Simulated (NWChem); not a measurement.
# One shape, several levels: C6H6O (vinylfuran)

Wanted: a comparison of 6 runs (B2PLYP/6-31G*, B3LYP/6-31G*, BHLYP/6-31G*, CAM-B3LYP/6-31G*, M06-2X/6-31G*, wB97X/6-31G*) of C6H6O (vinylfuran). 

Program for the calculation: NWChem 7.3.0.

## 1. The system as given

The species is C6H6O (13 atoms), meant as a singlet with charge 0. As SMILES, `C=Cc1ccco1`. The C6–H13 distance was set to 1.616 Å, away from the relaxed value. At this shape a bond of the SMILES string is far longer than usual.

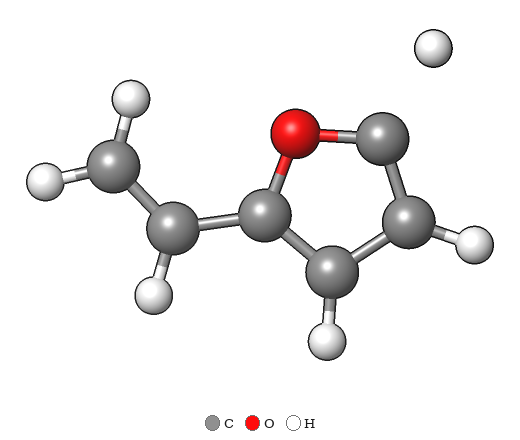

Viewed from a chosen angle; carbon grey, oxygen red, hydrogen white.

## 2. The energy at B2PLYP/6-31G(d) (spherical functions) (run 1)

Contents of work.nw:

```
start work
memory total 2200 mb
geometry noautosym nocenter noautoz
C        1.953290       0.333661       1.838798
C        1.608990      -0.632839       0.988598
C        0.497890      -0.591039       0.077698
C        0.038090      -1.495139      -0.834302
C       -1.099810      -0.907839      -1.451502
C       -1.248610       0.307061      -0.871502
O       -0.290510       0.513861       0.055198
H        1.391790       1.257961       1.902598
H        2.808190       0.220161       2.492698
H        2.188990      -1.549639       0.945198
H        0.468090      -2.463739      -1.034402
H       -1.724010      -1.330339      -2.222302
H       -2.313300       1.506300      -1.071600
end
basis spherical bse
* library 6-31G*
end
dft
xc hfexch 0.53 becke88 0.47 lyp 0.73 mp2 0.27
dftmp2 semidirect
grid fine
convergence energy 1e-08
maxiter 100
mulliken
print medium
end
mp2
freeze core 7
end
task dft energy
```

Command:

```sh
$ nwchem work.nw > work.out
```

The log of the run:

```text
[...]
          Wavefunction type:  closed shell.
          No. of atoms     :    13
          No. of electrons :    50
[...]
          Charge           :     0
          Spin multiplicity:     1
[...]
          AO basis - number of functions:   110
[...]
              XC Information
              --------------
                     Hartree-Fock (Exact) Exchange  0.530
                    Becke 1988 Exchange Functional  0.470
              Lee-Yang-Parr Correlation Functional  0.730
[...]
 d= 0,ls=0.0,diis     1   -306.6052074221 -5.77D+02  6.80D-03  5.46D-01     2.7
[...]
 d= 0,ls=0.0,diis    11   -306.6892879175 -4.84D-09  2.76D-07  1.05D-09    25.0
         Total DFT energy =     -306.689287917540
      One electron energy =     -951.134156677872
           Coulomb energy =      416.305240859890
    Exchange-Corr. energy =      -42.633256462966
 Nuclear repulsion energy =      270.772884363408
[...]
      Total Density - Mulliken Population Analysis
     ---------------------------------------------
    Atom       Charge   Shell Charges
 -----------   ------   -------------------------------------------------------
    1 C    6     6.37   2.00  0.68  2.03  0.59  1.04  0.03
    2 C    6     6.14   2.00  0.69  2.05  0.48  0.89  0.04
    3 C    6     5.65   2.00  0.69  2.01  0.37  0.52  0.08
    4 C    6     6.23   2.00  0.68  2.07  0.50  0.95  0.04
    5 C    6     6.24   2.00  0.68  2.07  0.52  0.93  0.04
    6 C    6     5.84   2.00  0.67  1.85  0.44  0.82  0.07
    7 O    8     8.49   2.00  0.91  2.91  0.96  1.67  0.04
    8 H    1     0.82   0.52  0.30
    9 H    1     0.84   0.53  0.31
   10 H    1     0.83   0.53  0.30
[...]
  Basis functions       =    110
[...]
```

It took 29 s on 1 thread of Intel Xeon 6975P-C (Granite Rapids), shared host; peak memory 0.45 GiB.

## 3. A single-point energy at B3LYP/6-31G(d) (spherical functions) (run 2)

Contents of input.nw:

```
start input
title "C6H6O"
memory total 2200 mb

geometry units angstrom noautosym nocenter noautoz
C     1.953290    0.333661    1.838798
C     1.608990   -0.632839    0.988598
C     0.497890   -0.591039    0.077698
C     0.038090   -1.495139   -0.834302
C    -1.099810   -0.907839   -1.451502
C    -1.248610    0.307061   -0.871502
O    -0.290510    0.513861    0.055198
H     1.391790    1.257961    1.902598
H     2.808190    0.220161    2.492698
H     2.188990   -1.549639    0.945198
H     0.468090   -2.463739   -1.034402
H    -1.724010   -1.330339   -2.222302
H    -2.313300    1.506300   -1.071600
end

basis spherical bse
* library 6-31G*
end

dft
xc b3lyp
grid fine
convergence energy 1e-08
iterations 100
mulliken
end

task dft
```

Command:

```sh
$ nwchem input.nw > input.out
```

The log of the run:

```text
[...]
          Wavefunction type:  closed shell.
          No. of atoms     :    13
          No. of electrons :    50
[...]
          Charge           :     0
          Spin multiplicity:     1
[...]
          AO basis - number of functions:   110
[...]
              XC Information
              --------------
                         B3LYP Method XC Potential
                     Hartree-Fock (Exact) Exchange  0.200
                        Slater Exchange Functional  0.800 local
                    Becke 1988 Exchange Functional  0.720 non-local
              Lee-Yang-Parr Correlation Functional  0.810
                  VWN I RPA Correlation Functional  0.190 local
[...]
 d= 0,ls=0.0,diis     1   -307.2477920887 -5.78D+02  9.11D-03  7.25D-01     2.7
[...]
 d= 0,ls=0.0,diis    10   -307.3396894398 -9.73D-09  9.60D-07  2.02D-08    23.1
         Total DFT energy =     -307.339689439753
      One electron energy =     -951.477855961436
           Coulomb energy =      416.662143801002
    Exchange-Corr. energy =      -43.296861642727
 Nuclear repulsion energy =      270.772884363408
[...]
      Total Density - Mulliken Population Analysis
     ---------------------------------------------
    Atom       Charge   Shell Charges
 -----------   ------   -------------------------------------------------------
    1 C    6     6.35   2.00  0.69  2.07  0.58  0.98  0.03
    2 C    6     6.11   2.00  0.69  2.09  0.47  0.83  0.04
    3 C    6     5.68   2.00  0.69  2.05  0.37  0.50  0.07
    4 C    6     6.20   2.00  0.69  2.10  0.50  0.88  0.04
    5 C    6     6.19   2.00  0.69  2.10  0.52  0.85  0.04
    6 C    6     5.86   2.00  0.68  1.90  0.46  0.77  0.06
    7 O    8     8.41   2.00  0.91  2.93  0.94  1.59  0.04
    8 H    1     0.84   0.53  0.32
    9 H    1     0.86   0.53  0.33
   10 H    1     0.86   0.53  0.33
[...]
```

Run time: 24 s. Hardware: 1 thread of Intel Xeon 6975P-C (Granite Rapids), shared host; peak memory 0.12 GiB.

Runs 3 to 5 aren't shown in full; the table further down has their settings and results.

## 4. A single-point energy at wB97X/6-31G(d) (spherical functions) (run 6)

Contents of job.xyz:

```xyz
13
C6H6O
C      1.953290     0.333661     1.838798
C      1.608990    -0.632839     0.988598
C      0.497890    -0.591039     0.077698
C      0.038090    -1.495139    -0.834302
C     -1.099810    -0.907839    -1.451502
C     -1.248610     0.307061    -0.871502
O     -0.290510     0.513861     0.055198
H      1.391790     1.257961     1.902598
H      2.808190     0.220161     2.492698
H      2.188990    -1.549639     0.945198
H      0.468090    -2.463739    -1.034402
H     -1.724010    -1.330339    -2.222302
H     -2.313300     1.506300    -1.071600
```

Contents of run.py:

```python
from ase.io import read
from ase.calculators.nwchem import NWChem

mol = read('job.xyz')

calc = NWChem(
    label='job',
    theory='dft',
    memory='2200 mb',
    basis='6-31G*',
    basispar='spherical bse',
    dft={'xc': 'wb97x', 'mult': '1', 'grid': 'fine', 'convergence': 'energy 1e-08', 'iterations': '100', 'mulliken': None},
    task='energy',
)
mol.calc = calc

print(f"energy = {mol.get_potential_energy():.6f} eV")
print("dipole (e A):", mol.get_dipole_moment().round(4))
```

Command:

```sh
$ export ASE_NWCHEM_COMMAND="nwchem PREFIX.nwi > PREFIX.nwo"
$ python run.py
```

The log of the run:

```text
energy = -8360.766515 eV
dipole (e A): [ 0.0028 -0.1338 -0.0752]
```

The calculator wrote job.nwi:

```
title "job"

permanent_dir job

scratch_dir job

start job

geometry units angstrom nocenter noautosym noautoz
  C  1.9532900000000000e+00 3.3366099999999999e-01 1.8387979999999999e+00
  C  1.6089899999999999e+00 -6.3283900000000004e-01 9.8859799999999998e-01
  C  4.9789000000000000e-01 -5.9103899999999998e-01 7.7698000000000003e-02
  C  3.8089999999999999e-02 -1.4951390000000000e+00 -8.3430199999999999e-01
  C  -1.0998100000000000e+00 -9.0783899999999995e-01 -1.4515020000000001e+00
  C  -1.2486100000000000e+00 3.0706099999999997e-01 -8.7150200000000000e-01
  O  -2.9050999999999999e-01 5.1386100000000001e-01 5.5197999999999997e-02
  H  1.3917900000000001e+00 1.2579610000000001e+00 1.9025980000000000e+00
  H  2.8081900000000002e+00 2.2016100000000000e-01 2.4926979999999999e+00
  H  2.1889900000000000e+00 -1.5496390000000000e+00 9.4519799999999998e-01
  H  4.6809000000000001e-01 -2.4637389999999999e+00 -1.0344020000000000e+00
  H  -1.7240100000000000e+00 -1.3303389999999999e+00 -2.2223020000000000e+00
  H  -2.3132999999999999e+00 1.5063000000000000e+00 -1.0716000000000001e+00
end

memory 2200 mb

basis spherical bse noprint
   * library 6-31G*
end

dft
  xc wb97x
  mult 1
  grid fine
  convergence energy 1e-08
  iterations 100
  mulliken
end

task dft energy
```

job.nwo:

```text
Northwest Computational Chemistry Package (NWChem) 7.3.0
             --------------------------------------------------------

           Job information
           ---------------

    nwchem branch   = 7.3.0
    use scalapack   = T
    input           = job.nwi
    prefix          = job.
    data base       = job/job.db
    status          = startup
    nproc           =        1

           Memory information
           ------------------

    heap     =     72089598 doubles =      550.0 Mbytes
    stack    =     72089595 doubles =      550.0 Mbytes
    global   =    144179200 doubles =     1100.0 Mbytes (distinct from heap & stack)
    total    =    288358393 doubles =     2200.0 Mbytes
    verify   = yes
    hardfail = no

[... 109 lines left out ...]
  convergence criterion.
[... 19 lines left out ...]
          Convergence on density requested:  1.00D-05
[... 30 lines left out ...]
          Convergence Information
[... 58 lines left out ...]
   convergence    iter        energy       DeltaE   RMS-Dens  Diis-err    time
[... 17 lines left out ...]
           Coulomb energy =      416.469261017325
[... 7 lines left out ...]
                       DFT Final Molecular Orbital Analysis
[... 796 lines left out ...]
 center of mass
 --------------
 x =   0.38567840 y =  -0.60267893 z =  -0.02257713

 moments of inertia (a.u.)
 ------------------
         608.056524072378           3.186270235255        -400.454537735684
           3.186270235255         882.123374935978        -115.630156427178
        -400.454537735684        -115.630156427178         681.814433936727

     Multipole analysis of the density
     ---------------------------------

     L   x y z        total         alpha         beta         nuclear
     -   - - -        -----         -----         ----         -------
     0   0 0 0     -0.000000    -25.000000    -25.000000     50.000000

     1   1 0 0      0.005260    -10.385865    -10.385865     20.776989
[... 8 lines of this table left out ...]
     2   0 0 2    -29.806780   -131.802153   -131.802153    233.797526

 Task  times  cpu:       84.9s     wall:       84.9s
 Total times  cpu:       84.9s     wall:       84.9s
```

Wall time 86 s (1 thread of Intel Xeon 6975P-C (Granite Rapids), shared host); peak memory 0.12 GiB.

## 5. The series

```
run                                   level  frozen core orbitals  energy (Eh)  dipole moment (D)  HOMO energy (eV)  LUMO energy (eV)  wall time
  1     B2PLYP/6-31G* (spherical functions)                     7  -307.003713               0.85             -6.58              0.91       29 s
  2      B3LYP/6-31G* (spherical functions)                     –  -307.339689               0.83             -5.68             -0.64       24 s
  3      BHLYP/6-31G* (spherical functions)                     –  -307.147303               0.84             -6.69              0.58       26 s
  4  CAM-B3LYP/6-31G* (spherical functions)                     –  -307.173257               0.78             -7.07              0.68       75 s
  5     M06-2X/6-31G* (spherical functions)                     –  -307.203644               0.73             -6.98              0.37       29 s
  6      wB97X/6-31G* (spherical functions)                     –  -307.252505               0.74             -8.07              1.62       86 s
```

## 6. What came out

| quantity | value |
| --- | --- |
| run 6: total energy | -307.25250 Eh |
| run 6: dipole moment | 0.74 D |
| run 6: HOMO energy | -8.07 eV |
| run 6: LUMO energy | 1.62 eV |
| run 6: HOMO–LUMO gap | 9.69 eV |

**Reading.** The dipole moment (its size) runs from 0.73 D (M06-2X/6-31G*) to 0.85 D (B2PLYP/6-31G*). A double hybrid's value is that of its SCF part. The HOMO–LUMO gap runs from 5.03 eV (B3LYP/6-31G*) to 9.69 eV (wB97X/6-31G*). Totals of different functionals can't be ranked against each other. All runs together took 4.5 min, the longest 86 s.
